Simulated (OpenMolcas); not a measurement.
**Multiconfigurational calculation for Au³⁺ complex (part 2 of 2)**

Continued. System: Au³⁺ with 6 ligands (F; octahedron, 2.196 Å), embedded in CsCaF3 by model potentials and point charges, whose field is part of the energies. Method: state-averaged CASSCF, active space 8 electrons in the shell 5d, basis ANO-RCC-VTZP on the metal and ANO-RCC-VDZP on the ligands, DKH2 scalar Hamiltonian, spin-orbit coupling by RASSI with atomic mean-field integrals (OpenMolcas).

The program's output (extracts), continued:
```
--- RASSI ---
SPIN-FREE ENERGIES:
  (Shifted by EMIN (a.u.) =     -19592.4463432845)

 SF State       Relative EMIN(au)   Rel lowest level(eV)    D:o, cm**(-1)

     1             0.0000000000        0.0000000000              0.0000
    11             0.0539384256        1.4677393337          11838.1161
    12             0.0539384256        1.4677393337          11838.1161
     4             0.0736344857        2.0036964306          16160.9016
     2             0.0736344857        2.0036964306          16160.9016
     3             0.0736344857        2.0036964306          16160.9016
    13             0.0968476085        2.6353576818          21255.5932
     5             0.1072962061        2.9196785060          23548.7953
     6             0.1072962061        2.9196785060          23548.7953
     7             0.1072962061        2.9196785060          23548.7953
    14             0.1250795598        3.4035882124          27451.7903
    15             0.1250795598        3.4035882124          27451.7903
    16             0.1250795598        3.4035882124          27451.7903
    17             0.1424615407        3.8765760098          31266.6941
    18             0.1424615407        3.8765760098          31266.6941
    19             0.1424615407        3.8765760098          31266.6941
     8             0.1678423169        4.5672221129          36837.1306
     9             0.1678423169        4.5672221129          36837.1306
    10             0.1678423169        4.5672221129          36837.1306
    20             0.2121990860        5.7742312905          46572.3162
    21             0.2121990860        5.7742312905          46572.3162
    22             0.2121990860        5.7742312905          46572.3162
    23             0.2125036816        5.7825197581          46639.1672
    24             0.2125036816        5.7825197581          46639.1672
    25             0.2974572618        8.0942244437          65284.3229
     Dipole printing threshold changed to   1.00000000E+00
Eigenvalues of complex Hamiltonian:
   -----------------------------------
  (Shifted by EMIN (a.u.) =     -19592.4463432845)

 SO State       Relative EMIN(au)   Rel lowest level(eV)    D:o, cm**(-1)

     1            -0.0147337281        0.0000000002              0.0000
     2            -0.0147337281        0.0000000000              0.0000
     3            -0.0147337281        0.0000000001              0.0000
     4             0.0281659861        1.1673606924           9415.3990
     5             0.0281659860        1.1673606918           9415.3990
     6             0.0530185614        1.8436337192          14869.9088
     7             0.0530185614        1.8436337190          14869.9088
     8             0.0530185614        1.8436337187          14869.9088
     9             0.0557265189        1.9173209975          15464.2367
    10             0.0557265190        1.9173209982          15464.2368
    11             0.0629117942        2.1128422990          17041.2224
    12             0.0710630259        2.3346486126          18830.2110
    13             0.0710630259        2.3346486124          18830.2110
    14             0.0710630259        2.3346486123          18830.2110
    15             0.0853945154        2.7246283087          21975.6093
    16             0.1071691476        3.3171462357          26754.5887
    17             0.1071691476        3.3171462356          26754.5887
    18             0.1071691476        3.3171462358          26754.5887
    19             0.1095331283        3.3814734267          27273.4225
    20             0.1095331283        3.3814734272          27273.4225
    21             0.1095331283        3.3814734270          27273.4225
    22             0.1178829023        3.6086823538          29105.9861
    23             0.1211741934        3.6982429460          29828.3410
    24             0.1211741934        3.6982429459          29828.3410
    25             0.1211741934        3.6982429465          29828.3410
    26             0.1280015420        3.8840245662          31326.7708
    27             0.1280015420        3.8840245659          31326.7708
    28             0.1463652906        4.3837276217          35357.1477
    29             0.1463652906        4.3837276216          35357.1477
    30             0.1463652906        4.3837276215          35357.1477
    31             0.1607985873        4.7764776324          38524.8902
    32             0.1729215200        5.1063594385          41185.5664
    33             0.1729215200        5.1063594383          41185.5664
    34             0.1729215200        5.1063594386          41185.5664
    35             0.1780434830        5.2457351511          42309.7073
    36             0.1780434830        5.2457351515          42309.7073
    37             0.1842728204        5.4152440572          43676.8889
    38             0.1842728204        5.4152440577          43676.8889
    39             0.1842728204        5.4152440565          43676.8889
    40             0.2252775858        6.5310405675          52676.3947
    41             0.2252775858        6.5310405677          52676.3947
Weights of the five most important spin-orbit-free states for each spin-orbit state.

 SO State  Total energy (au)           Spin-free states, spin, and weights
 -------------------------------------------------------------------------------------------------------
    1        -0.014734       1 1.0  0.8683    2 1.0  0.0517    4 1.0  0.0402    3 1.0  0.0174   16 0.0  0.0127
    2        -0.014734       1 1.0  0.8683    3 1.0  0.0542    4 1.0  0.0392    2 1.0  0.0159   15 0.0  0.0105
    3        -0.014734       1 1.0  0.8683    2 1.0  0.0417    3 1.0  0.0377    4 1.0  0.0298   14 0.0  0.0074
    4         0.028166      12 0.0  0.5386    3 1.0  0.1723    2 1.0  0.1601   11 0.0  0.0797    8 1.0  0.0181
    5         0.028166      11 0.0  0.5386    4 1.0  0.2174   12 0.0  0.0797    2 1.0  0.0700    3 1.0  0.0578
    6         0.053019       3 1.0  0.3722    2 1.0  0.3641    6 1.0  0.0835    5 1.0  0.0832   18 0.0  0.0373
    7         0.053019       4 1.0  0.3706    3 1.0  0.2452    2 1.0  0.1330    7 1.0  0.0835    6 1.0  0.0697
    8         0.053019       4 1.0  0.3658    2 1.0  0.2517    3 1.0  0.1313    7 1.0  0.0833    5 1.0  0.0699
    9         0.055727       7 1.0  0.2174    3 1.0  0.2045    2 1.0  0.1662    6 1.0  0.1601   12 0.0  0.1063
   10         0.055727       5 1.0  0.2488    4 1.0  0.2317    2 1.0  0.1118   11 0.0  0.1063    6 1.0  0.0972
   11         0.062912      13 0.0  0.4259    5 1.0  0.1821    6 1.0  0.1821    7 1.0  0.1821    8 1.0  0.0084
   12         0.071063       3 1.0  0.2754    4 1.0  0.2742    5 1.0  0.0864    7 1.0  0.0655   15 0.0  0.0654
```

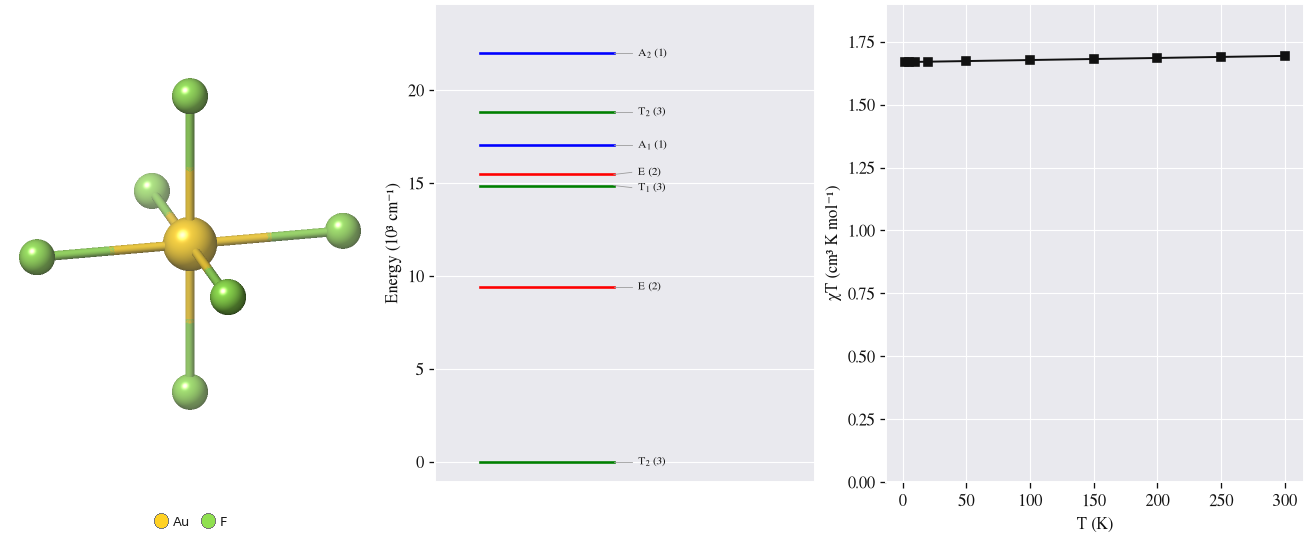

**Figure 2.** Au³⁺ (5d⁸) as a dopant in CsCaF₃, a cluster with its 6 nearest F⁻ at 2.196 Å (octahedron) embedded in model potentials and point charges; the geometry was set, not optimised, and its levels and susceptibility. Labels give the representation in O, Td, D4 or D3 as the site allows (double group for half-integer spin) where it could be assigned and, in brackets, the degeneracy; spin-free states, where drawn, share the zero of the spin-orbit levels. Powder susceptibility by Van Vleck's formula. The ground level is T₂, 3-fold degenerate, 98 % from states of spin multiplicity 3. The next level lies at 9,420 cm⁻¹ (E). χT is 1.67 cm³ K mol⁻¹ at 2 K and 1.69 at 300 K, an effective moment of 3.68 μB. The active orbitals hold 78 to 93 % metal character (Löwdin), and the Mulliken charge of the metal is +1.89.

Summary:

```tsv
quantity	value
outcome	converged
energy of the lowest spin-free term	−19592.44634 hartree
energy of the lowest spin-orbit level	−19592.46108 hartree
largest spread among components of a term	0.0 cm⁻¹
wall time	45 s
peak memory	0.59 GiB
```

Notes:

Without dynamic correlation the splittings between terms come out too large, often by 20 to 50 %. To bear in mind: covalent bonds, ligand orbitals missing from the active space; the geometry is set by hand, with no relaxation.
